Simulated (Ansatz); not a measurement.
## Fields on a plane of ZrSiS (space group P4/nmm)

```
ZrSiS
1.0
    3.49842     0.00000     0.00000
    0.00000     3.49842     0.00000
    0.00000     0.00000     7.97355
Zr Si S
2 2 2
Direct
  0.00000   0.50000   0.72859
  0.50000   0.00000   0.27141
  0.00000   0.00000   0.00000
  0.50000   0.50000   0.00000
  0.50000   0.00000   0.62029
  0.00000   0.50000   0.37971
```

The slice is a (010) plane (indices of the conventional cell) through the point (0.500, 0.000, 0.620) (fractional), spanned by u = [100] and v = [001] in vectors of this cell: u (3.50 Å) and v (7.97 Å, at 90° to u). It covers one period; positions are fractions (u, v).

Atoms on it: Zr at (0.00, 0.65); Si at (0.50, 0.38); S at (0.00, 0.00).

Computed with LDA (plane waves to 420 eV, PAW, scalar-relativistic; Ansatz, a program for electronic structure). k mesh 13×13×6. Inside the PAW spheres the values are not all-electron values, and peaks at nuclei hang on which shells count as valence. The PAW data are Ansatz's earlier set. ZrSiS is run without spin polarisation. ZrSiS was relaxed with its symmetry unable to fall.

| v \ u | 0.00 | 0.22 | 0.44 | 0.67 | 0.89 |
|---|---|---|---|---|---|
| 0.90 | 0.0 | -0.4 | -1.2 | -0.9 | -0.1 |
| 0.80 | -0.5 | -0.8 | -1.0 | -1.0 | -0.6 |
| 0.70 | 0.6 | 0.0 | -0.8 | -0.6 | 0.5 |
| 0.60 | 0.6 | 0.0 | -0.8 | -0.6 | 0.5 |
| 0.50 | -0.6 | -0.5 | -0.4 | -0.4 | -0.6 |
| 0.40 | -0.8 | -0.4 | -0.8 | -0.5 | -0.7 |
| 0.30 | -1.0 | -0.6 | -0.4 | -0.4 | -0.9 |
| 0.20 | -1.0 | -0.9 | -0.7 | -0.8 | -1.0 |
| 0.10 | -0.1 | -0.4 | -0.8 | -0.7 | -0.2 |
| 0.00 | -1.2 | 0.0 | -0.8 | -0.5 | 0.0 |

Values: log₁₀ of the valence density in e/Å³. The scale is logarithmic, as a density can span decades between atoms and voids.

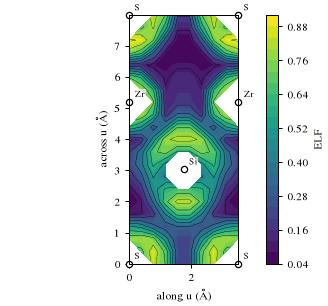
Electron localisation function (ELF), one period of the plane, atoms marked. Points within 0.5 Å of a nucleus are left white, as the pseudised field means little there.
